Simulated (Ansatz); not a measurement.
**wB97X/def2-TZVPPD run of GeH2 (SMILES [GeH2])**

Aim: the vertical ionisation energy of GeH2 at wB97X/def2-TZVPPD, from 2 runs. 

The calculation is run with Ansatz 0.2.0.

34 further runs of the same task are left out: 34 set aside as unsound or not needed.

## (1) The structure to begin with

The species is GeH2 (3 atoms), meant as a singlet with charge 0. As SMILES, `[GeH2]`. The coordinates come from a PBE0-D4/def2-TZVP relaxation.

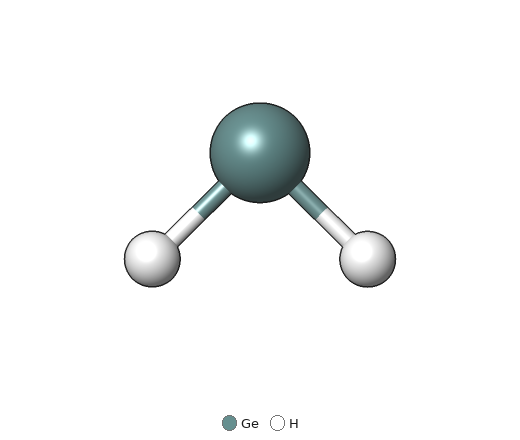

The structure, seen from a chosen angle (germanium teal, hydrogen white).

## (2) A single-point energy at wB97X/def2-TZVPPD

Contents of molecule.yaml:

```yaml
crystal:
  periodic: [false, false, false]
  atoms:
    - {symbol: Ge, position_ang: [-0.570100, 0.405100, -0.263700]}
    - {symbol: H, position_ang: [0.783000, 0.743600, 0.509000]}
    - {symbol: H, position_ang: [-0.212900, -1.148700, -0.245300]}
basis:
  gaussian:
    orbitals: def2-TZVPPD.json
output: {orbitals: {seedname: orbitals}}
hamiltonian:
  xc: {name: wB97X}
accuracy: high
```

The basis set def2-TZVPPD is read from a file made from the Basis Set Exchange's data (not shown).

Launch:

```
ansatz run molecule.yaml --threads 1 --pin off --max-ram 3480MiB --events-out events.jsonl --progress --plain --runs-dir runs
```

The program printed:

```text
Warning: RAYON_NUM_THREADS=1 ignored (pool sized by the plan → 1); use --threads N
Functional definition: wB97X
  name "wB97X"
  parameter omega = 0.3/bohr
  parameter cx = 0.157706
  parameter cx1 = 0.726479
  parameter cx2 = 1.04760
  parameter cx3 = -5.70635
  parameter cx4 = 13.2794
  parameter css1 = -4.33879
  parameter css2 = 18.2308
  parameter css3 = -31.7430
  parameter css4 = 17.2901
  parameter cos1 = 2.37031
  parameter cos2 = -11.3995
  parameter cos3 = 6.58405
  parameter cos4 = -3.78132
  exchange = spin_sum(e_x_unif_sr(omega)*poly(b97_u_x, 1 - cx, cx1, cx2, cx3, cx4)) + cx*exact_x_sr(omega)
      + exact_x_lr(omega)
  correlation = spin_sum(e_c_pw_same_spin*poly(b97_u_same, 1, css1, css2, css3, css4))
      + integral(e_c_pw_opposite_spin*poly(b97_u_opposite, 1, cos1, cos2, cos3, cos4))
1286 factors; integrals over basis functions are off by at most 4.5e-9 eV
277 factors; integrals over basis functions are off by at most 2.5e-9 eV
mean field evaluation 1: about -56549.9872 eV, gradient 1.4e1 eV
mean field evaluation 2: about -56550.1942 eV, gradient 1.3e1 eV
mean field evaluation 4: about -56550.3009 eV, gradient 1.4e0 eV
mean field evaluation 8: about -56550.3240 eV, gradient 8.0e-2 eV
mean field evaluation 16: about -56550.3241 eV, gradient 1.2e-5 eV
mean field -56550.32409226 eV, -2078.1860792043 hartree, gradient 4.9e-8 eV, S^2 0.000000; 0 other end points of the search recorded, 0 dependent functions left out
reference -56550.32408994 eV, -2078.1860791191 hartree; 17, 17 occupied and 71, 71 virtual orbitals, 1286 factors
Total energy: -56550.32408994 eV, -2078.1860791191 hartree
```

It took 11 s on 1 thread of Arm Neoverse V2, shared host; peak memory 0.3 GiB.

## (3) The doublet cation

Contents of input.yaml:

```yaml
crystal:
  periodic: [false, false, false]
  atoms:
    - symbol: Ge
      position_ang: [-0.570100, 0.405100, -0.263700]
    - symbol: H
      position_ang: [0.783000, 0.743600, 0.509000]
    - symbol: H
      position_ang: [-0.212900, -1.148700, -0.245300]
basis:
  gaussian:
    orbitals: def2-TZVPPD.json
total_charge: 1
magnetization:
  spin_polarized: true
  initial_magnetization: 1
hamiltonian:
  xc: {name: wB97X}
accuracy: high
output: {orbitals: {seedname: orbitals}}
```

The basis set def2-TZVPPD is read from a file made from the Basis Set Exchange's data (not shown).

Launch:

```
ansatz run input.yaml --threads 1 --pin off --max-ram 3480MiB --events-out events.jsonl --progress --plain --runs-dir runs
```

The program printed:

```text
Warning: RAYON_NUM_THREADS=1 ignored (pool sized by the plan → 1); use --threads N
[... 17 set-up lines as earlier in the session ...]
      + exact_x_lr(omega)
[... 1 set-up line as earlier in the session ...]
      + integral(e_c_pw_opposite_spin*poly(b97_u_opposite, 1, cos1, cos2, cos3, cos4))
1286 factors; integrals over basis functions are off by at most 4.5e-9 eV
277 factors; integrals over basis functions are off by at most 2.5e-9 eV
mean field evaluation 1: about -56540.1634 eV, gradient 9.2e0 eV
mean field evaluation 2: about -56540.6622 eV, gradient 5.0e0 eV
mean field evaluation 4: about -56540.7362 eV, gradient 3.4e-1 eV
mean field evaluation 8: about -56540.7571 eV, gradient 2.5e-2 eV
mean field evaluation 16: about -56540.7571 eV, gradient 5.4e-5 eV
mean field -56540.75711965 eV, -2077.8344994456 hartree, gradient 4.9e-8 eV, S^2 0.755380; 0 other end points of the search recorded, 0 dependent functions left out
reference -56540.75711773 eV, -2077.8344993749 hartree; 17, 16 occupied and 71, 72 virtual orbitals, 1286 factors
Total energy: -56540.75711773 eV, -2077.8344993749 hartree
```

Run time: 25 s. Hardware: 1 thread of Arm Neoverse V2, shared host; peak memory 0.47 GiB.

## (4) Summary of results

Level: wB97X/def2-TZVPPD.

| quantity | value |
| --- | --- |
| singlet GeH2: total energy | -2078.18608 Eh |
| singlet GeH2: HOMO energy | -9.15 eV |
| singlet GeH2: LUMO energy | -0.97 eV |
| singlet GeH2: HOMO–LUMO gap | 8.18 eV |
| doublet cation: total energy | -2077.83450 Eh |
| doublet cation: HOMO energy (highest over α and β) | -17.76 eV |
| doublet cation: LUMO energy (lowest over α and β) | -10.23 eV |
| doublet cation: ⟨S²⟩ | 0.755 |
| vertical ionisation energy (to the doublet cation) | 9.567 eV |

In words: Removing an electron at fixed nuclei costs 9.57 eV (221 kcal/mol). −ε(HOMO) before ionisation, 9.15 eV, is 0.41 eV below this ionisation energy.
